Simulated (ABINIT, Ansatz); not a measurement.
# K2PdC2 (P-3m1): G0W0 with ABINIT, start to end, part 3 of 3

How does a plane-wave GW calculation on K2PdC2 (P-3m1) run from the first input to the gap?

ABINIT 10.8.3; PBEsol and many-body steps on it, plane waves. Known limits of the many-body steps: not at the basis limit; no spin polarisation; d states lean on the start; no spin-orbit coupling; coarse k mesh.

So far. Step 3 (Bands along the symmetry lines): The gap is 1.364 eV, as in the run before at this level. Step 4 (Empty states on the mesh, 3×3×2 mesh, 235 bands): On this mesh the gap is 1.694 eV. The earlier step found 1.364 eV, so this mesh misses an edge.

In doubt: a PseudoDojo file used here is known to give poor structures and forces, which bears on pressures, cells, forces and phonons.

**5. Screening, 3×3×2 mesh, 215 bands, screening to 176.9 eV**

The RPA dielectric matrix is built and inverted for each q.

This step: RPA screening on PBEsol, plane waves, norm-conserving pseudopotentials.

The input, run.abi:

```
acell 3*1.0 Angstrom
rprim 
  5.118184061448 -0.000000000011 0.000000000000
  -2.559092030714 4.432477418464 0.000000000000
  0.000000000000 0.000000000000 5.258137180000
ntypat 3
znucl 19 46 6
natom 5
typat 1 1 2 3 3
xred 
  0.666666666667 0.333333333333 0.720198210000
  0.333333333333 0.666666666667 0.279801790000
  0.000000000000 0.000000000000 0.000000000000
  0.000000000000 0.000000000000 0.620196780000
  0.000000000000 0.000000000000 0.379803220000
pp_dirpath "pseudos"
pseudos "K.upf, Pd.upf, C.upf"
ecut 37
ngkpt 3 3 2
nshiftk 1
shiftk 0 0 0
kptopt 1
chksymbreak 0
istwfk *1
occopt 1
irdwfk 1
optdriver 3
nband 215
ecuteps 6.5
inclvkb 2
awtr 1
symchi 1
indata_prefix "in"
outdata_prefix "out"
tmpdata_prefix "tmp"
```

Run with:

```
OMP_NUM_THREADS=1 mpirun -n 4 abinit run.abi > log
```

Numbers of over 12 decimals in the logs are rounded to 6 here.

Log:

```text
.Version 10.8.3 of ABINIT. v10.8.2 released Aug 2026.

 Symmetries : space group P-3 m 1 (#164); Bravais hP (primitive hexag.)
[... echo of the input left out ...]
== DATASET  1 ==================================================================
-   mpi_nproc: 4, omp_nthreads: 1 (-1 if OMP is not activated)

--- !DatasetInfo
iteration_state: {dtset: 1, }
dimensions: {natom: 5, nkpt: 6, mband: 215, nsppol: 1, nspinor: 1, nspden: 1, mpw: 8704, }
cutoff_energies: {ecut:  37.0, pawecutdg:  -1.0, }
electrons: {nelect:   4.40000000E+01, charge:   0.00000000E+00, occopt:   1.00000000E+00, tsmear:   1.00000000E-02, }

 SCREENING: Calculation of the susceptibility and dielectric matrices

 Based on a program developped by R.W. Godby, V. Olevano, G. Onida, and L. Reining.
 Incorporated in ABINIT by V. Olevano, G.-M. Rignanese, and M. Torrent.
.Using double precision arithmetic ; gwpc =  8

[... cell and pseudopotentials left out ...]
--------------------------------------------------------------------------------

 ==== K-mesh for the wavefunctions ====
 Number of points in the irreducible wedge :     6
[... list of points left out ...]
 Together with 12 symmetry operations and time-reversal symmetry
 yields    18 points in the full Brillouin Zone.

 ==== Q-mesh for the screening function ====
 Number of points in the irreducible wedge :     6
[... list of points left out ...]
 Together with 12 symmetry operations and time-reversal symmetry
 yields    18 points in the full Brillouin Zone.

 setmesh: FFT mesh size selected  =    36x   36x   40
          total number of points  =        51840

 vcoul_init : cutoff-mode = AUXILIARY_FUNCTION
 q-points for optical limit:   1
     1)      0.000010    0.000020    0.000030

- screening: taking advantage of time-reversal symmetry
- Maximum band index for partially occupied states nbvw = 22
- Remaining bands to be divided among processors   nbcw = 193
- Number of bands treated by each node ~48

 Number of electrons calculated from density =   44.0000; Expected =   44.0000
 average of density, n =  0.054659
 r_s =    1.6346
 omega_plasma =   22.5521 [eV]

 calculating chi0 at frequencies [eV] :
  1    0.000000E+00    0.000000E+00
  2    0.000000E+00    2.255207E+01

--------------------------------------------------------------------------------
  q-point number  1        q = ( 0.000000, 0.000000, 0.000000) [r.l.u.]
--------------------------------------------------------------------------------
[... chi0 elements left out ...]
 For q-point:  0.000010 0.000020 0.000030
  dielectric constant =  10.5322
  dielectric constant without local fields =  12.5754

  Average fulfillment of the sum rule on Im[epsilon] for q-point    1 :     68.35  [%]
[... wings left out ...]
  q-point number  2        q = ( 0.333333, 0.000000, 0.000000) [r.l.u.]
--------------------------------------------------------------------------------
[... chi0 elements left out ...]
  Average fulfillment of the sum rule on Im[epsilon] for q-point    2 :     74.12  [%]

 [... 4 further q-points ...]
```

The job ended after 4.2 min (4 MPI ranks of Intel Xeon Platinum 8223CL at 3.00GHz (Skylake/Cascade Lake), shared host; peak memory 2.1 GiB; 17 min of CPU time).

Numbers from this step:

```yaml
eps_infinity_with_local_fields_on_this_mesh_along_the_program_s_q_direction: 10.53
the_same_without_local_fields: 12.58
plasma_frequency: 22.55 eV
plane_waves_in_the_screening_matrix: 635
```

Local fields lower ε∞ by 16 %. On a Γ-centred mesh this coarse the value itself is usually too large, while a short band sum pulls it down.

**6. Self-energy, 3×3×2 mesh, 215 bands, screening to 176.9 eV**

The self-energy is evaluated for the states that the input lists, and the levels follow from it, in one-shot runs by the linearised quasiparticle equation.

This step: G0W0 on PBEsol, plane waves, norm-conserving pseudopotentials.

Edit run.abi of step 5 so:

```diff
@@ -26,8 +26,19 @@
 irdwfk 1
-optdriver 3
+optdriver 4
 nband 215
+gwcalctyp 0
+ecutsigx 37
+symsigma 1
+nkptgw 3
+kptgw 
+  0.0000000000 0.0000000000 0.5000000000
+  0.3333333333 0.0000000000 0.5000000000
+  0.0000000000 0.0000000000 0.0000000000
+bdgw 
+  21 24
+  21 24
+  21 24
 ecuteps 6.5
-inclvkb 2
-awtr 1
-symchi 1
+irdscr 1
+ppmodel 1
 indata_prefix "in"
```

Log:

```text
.Version 10.8.3 of ABINIT. v10.8.2 released Aug 2026.

 Symmetries : space group P-3 m 1 (#164); Bravais hP (primitive hexag.)
[... echo of the input left out ...]
== DATASET  1 ==================================================================
-   mpi_nproc: 4, omp_nthreads: 1 (-1 if OMP is not activated)

--- !DatasetInfo
iteration_state: {dtset: 1, }
dimensions: {natom: 5, nkpt: 6, mband: 215, nsppol: 1, nspinor: 1, nspden: 1, mpw: 8704, }
cutoff_energies: {ecut:  37.0, pawecutdg:  -1.0, }
electrons: {nelect:   4.40000000E+01, charge:   0.00000000E+00, occopt:   1.00000000E+00, tsmear:   1.00000000E-02, }

 SIGMA: Calculation of the GW corrections

 Based on a program developped by R.W. Godby, V. Olevano, G. Onida, and L. Reining.
 Incorporated in ABINIT by V. Olevano, G.-M. Rignanese, and M. Torrent.
.Using double precision arithmetic ; gwpc =  8

[... cell and pseudopotentials left out ...]
--------------------------------------------------------------------------------

 ==== K-mesh for the wavefunctions ====
 Number of points in the irreducible wedge :     6
[... list of points left out ...]
 Together with 12 symmetry operations and time-reversal symmetry
 yields    18 points in the full Brillouin Zone.

 ==== Q-mesh for screening function ====
 Number of points in the irreducible wedge :     6
[... list of points left out ...]
 Together with 12 symmetry operations and time-reversal symmetry
 yields    18 points in the full Brillouin Zone.

 vcoul_init : cutoff-mode = AUXILIARY_FUNCTION
 q-points for optical limit:   1
     1)      0.000010    0.000020    0.000030
 setmesh: FFT mesh size selected  =    45x   45x   60
          total number of points  =       121500

 Number of electrons calculated from density =   44.0000; Expected =   44.0000
 average of density, n =  0.054659
 r_s =    1.6346
 omega_plasma =   22.5521 [eV]

 === KS Band Gaps ===
  >>>> For spin  1
   Minimum direct gap =   1.7136 [eV], located at k-point      :   0.3333  0.0000  0.5000
   Fundamental gap    =   1.6937 [eV], Top of valence bands at :   0.0000  0.0000  0.5000
                                       Bottom of conduction at :   0.3333  0.0000  0.5000
 SIGMA fundamental parameters:
 PLASMON POLE MODEL  1
 number of plane-waves for SigmaX                 8613
 number of plane-waves for SigmaC and W            635
 number of plane-waves for wavefunctions          8613
 number of bands                                   215
 number of independent spin polarizations            1
 number of spinorial components                      1
 number of k-points in IBZ                           6
 number of q-points in IBZ                           6
 number of symmetry operations                      12
 number of k-points in BZ                           18
 number of q-points in BZ                           18
 number of frequencies for dSigma/dE                 9
 frequency step for dSigma/dE [eV]                0.25
 number of omega for Sigma on real axis              0
 max omega for Sigma on real axis  [eV]           0.00
 zcut for avoiding poles [eV]                     0.10

 EPSILON^-1 parameters (SCR file):
 dimension of the eps^-1 matrix on file            635
 dimension of the eps^-1 matrix used               635
 number of plane-waves for wavefunctions          8613
 number of bands                                   215
 number of q-points in IBZ                           6
 number of frequencies                               2
 number of real frequencies                          1
 number of imag frequencies                          1

 matrix elements of self-energy operator (all in [eV])

 Perturbative Calculation

--- !SelfEnergy_ee
iteration_state: {dtset: 1, }
kpoint     : [   0.000,    0.000,    0.500, ]
spin       : 1
KS_gap     :    2.660
QP_gap     :    3.779
Delta_QP_KS:    1.120
data: !SigmaeeData |
     Band     E0 <VxcDFT>   SigX SigC(E0)      Z dSigC/dE  Sig(E)    E-E0       E
       21   3.223 -20.018 -24.052   3.682   0.753  -0.328 -20.283  -0.265   2.958
       22   3.223 -20.018 -24.052   3.682   0.753  -0.328 -20.283  -0.265   2.958
       23   5.883 -10.705  -6.226  -3.405   0.796  -0.257  -9.851   0.855   6.738
       24   5.883 -10.705  -6.226  -3.405   0.796  -0.257  -9.851   0.855   6.738

--- !SelfEnergy_ee
iteration_state: {dtset: 1, }
kpoint     : [   0.333,    0.000,    0.500, ]
spin       : 1
KS_gap     :    1.714
QP_gap     :    2.488
Delta_QP_KS:    0.774
data: !SigmaeeData |
     Band     E0 <VxcDFT>   SigX SigC(E0)      Z dSigC/dE  Sig(E)    E-E0       E
       21   3.181 -20.033 -24.124   3.729   0.754  -0.327 -20.306  -0.273   2.908
       22   3.204 -19.892 -23.909   3.657   0.754  -0.327 -20.163  -0.271   2.932
       23   4.917  -9.738  -6.111  -3.001   0.803  -0.245  -9.235   0.503   5.420
       24   6.027 -10.743  -6.345  -3.404   0.794  -0.260  -9.954   0.788   6.816

--- !SelfEnergy_ee
iteration_state: {dtset: 1, }
kpoint     : [   0.000,    0.000,    0.000, ]
spin       : 1
KS_gap     :    5.247
QP_gap     :    6.084
Delta_QP_KS:    0.836
data: !SigmaeeData |
     Band     E0 <VxcDFT>   SigX SigC(E0)      Z dSigC/dE  Sig(E)    E-E0       E
       21   2.088 -21.547 -27.218   5.168   0.735  -0.361 -21.916  -0.370   1.718
       22   2.088 -21.547 -27.218   5.168   0.735  -0.361 -21.916  -0.370   1.718
       23   7.336 -10.962  -7.114  -3.268   0.806  -0.241 -10.495   0.467   7.802
       24   7.675  -7.427  -3.056  -3.740   0.822  -0.217  -6.909   0.518   8.194

== END DATASET(S) ==============================================================
================================================================================

 -outvars: echo values of variables after computation  --------
           etotal      0.0000000000E+00
            nband         215
             nkpt           6
          spgroup         164
 [... the other variables as echoed above ...]

 Calculation completed.
```

The job ended after 1.9 min (4 MPI ranks; peak memory 2.2 GiB; 7.6 min of CPU time).

Numbers from this step:

| Item | Value |
| --- | --- |
| G0W0 gap on the points computed | 2.462 eV |
| starting gap on the mesh | 1.694 eV |
| k of the valence top | 0, 0, 0.5 |
| k of the conduction bottom | 0.3333, 0, 0.5 |
| Z at the valence top | 0.753 |
| Z at the conduction bottom | 0.803 |
| least direct G0W0 gap on the computed points | 2.488 eV |

The gap on the mesh goes from 1.69 eV to 2.46 eV, a correction of +0.77 eV. The start differs from the 1.36 eV found before because the two sample other k points.

Limits: finite bands, cutoff and mesh; no spin polarisation; d states lean on the start; no spin-orbit coupling; coarse k mesh. v1 is the top filled band, c1 the lowest empty one. The levels before and after the correction (eV, zero at the valence-band top of each column):

|  | conduction bottom | valence top |
| --- | --- | --- |
| Kohn-Sham | 1.69 | 0.00 |
| G0W0 | 2.46 | 0.00 |

|  | level | energy (eV) |
| --- | --- | --- |
| Kohn-Sham | (0 0 0.5) v2-v1 | 0.000 |
| Kohn-Sham | (0 0 0.5) c1-c2 | 2.660 |
| Kohn-Sham | (0.333 0 0.5) v2 | -0.042 |
| Kohn-Sham | (0.333 0 0.5) v1 | -0.020 |
| Kohn-Sham | (0.333 0 0.5) c1 | 1.694 |
| Kohn-Sham | (0.333 0 0.5) c2 | 2.804 |
| G0W0 | (0 0 0.5) v2-v1 | 0.000 |
| G0W0 | (0 0 0.5) c1-c2 | 3.780 |
| G0W0 | (0.333 0 0.5) v2 | -0.050 |
| G0W0 | (0.333 0 0.5) v1 | -0.026 |
| G0W0 | (0.333 0 0.5) c1 | 2.462 |
| G0W0 | (0.333 0 0.5) c2 | 3.858 |

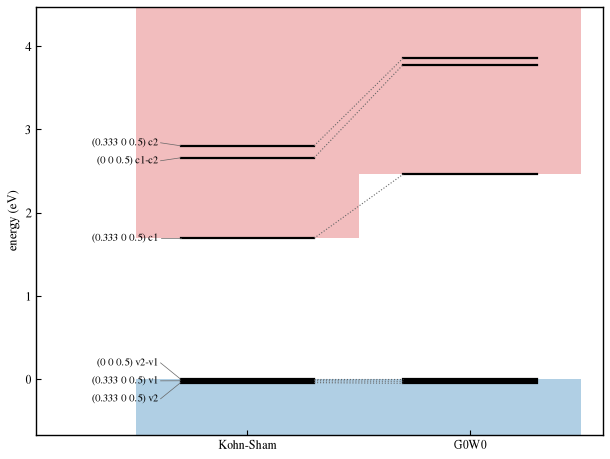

Levels before and after the correction. Shaded: valence and conduction bands.

**7. Where the time went**

Times are wall times on 4 MPI ranks of Intel Xeon Platinum 8223CL at 3.00GHz (Skylake/Cascade Lake), shared host. The host was busy with other work, so they are no guide to cost.

| step | time | share | memory (GiB) |
| --- | --- | --- | --- |
| ground state | 3.4 min | 17 % | 0.54 |
| bands along the symmetry lines | 4.9 min | 24 % | 0.63 |
| empty states on the mesh | 5.9 min | 29 % | 0.61 |
| screening | 4.2 min | 21 % | 2.1 |
| self-energy | 1.9 min | 9 % | 2.2 |

**8. Outcome**

| Quantity | Value |
| --- | --- |
| PBEsol gap | 1.36 eV, indirect (only 26 meV under the direct gap) |
| G0W0 gap on the mesh | 2.46 eV |
| G0W0 gap over the zone (rigid shift) | 2.13 eV |
| GW settings | 3×3×2 mesh, 215 bands, screening to 176.9 eV, Godby-Needs plasmon pole |
| known limits | not at the basis limit; no spin polarisation; d states lean on the start; no spin-orbit coupling; coarse k mesh |

**Reading.** G0W0 moves the gap on the mesh from 1.69 eV to 2.46 eV (+0.77 eV), with Z of 0.75 and 0.80 at the edges. The mesh misses the band edges by 0.33 eV in all; a rigid shift gives 2.13 eV for the zone. Local fields lower the RPA ε∞ on this mesh from 12.58 to 10.53; a Γ-centred mesh this coarse tends to raise both, most where the direct gap is narrow, while a short band sum lowers them. Only 3 of the mesh's irreducible points were corrected, so a valley elsewhere could overtake. Bands and cutoff are finite, so the gap is not at the basis limit. The miss can reach some tenths of an eV and take either sign; the mesh is an error of its own. In the G0W0 run levels were corrected at 3 k points alone, so a gap called «on the mesh» is the least over those, and an edge elsewhere would be missed. A denser mesh or path gives a starting gap of 1.36 eV: the GW mesh misses a band edge, so its gaps are not the fundamental one. The 3×3×2 mesh is coarse for this cell, which bears on the long-range parts of exchange and screening. The runs have no spin polarisation. For a closed low-spin shell that is the natural state; where a d or f shell is open it is a constraint, and the gap is then not the crystal's own. With d states at the gap, one-shot GW leans hard on its start. The many-body steps are scalar-relativistic: spin-orbit coupling is not in them.

[Paths, hosts, dates, memory and timing lines, banners, echoed tables and standing remarks are left out of the program output.]

[Logs are printed without paths, hosts, clocks, repeated set-up lines and the standing remarks that a program may print on its own settings, such as how far it seeks lower states.]

[Runs of the session that timed out or met a known fault of the program may be left out.]

[Hosts, paths, dates, database ids (printed as entryN), source tags and the programs' standing remarks are cut or masked in the printed files.]

[G0W0 gaps are taken among the corrected bands and points alone; a level outside them can change the order at an edge.]

[Where Ansatz stands beside ABINIT at settings called matched, ABINIT's density can come from a denser mesh and the files from another edition; pairs whose starting gaps differed by over 0.03 eV were left out, so agreement reads better than it is.]
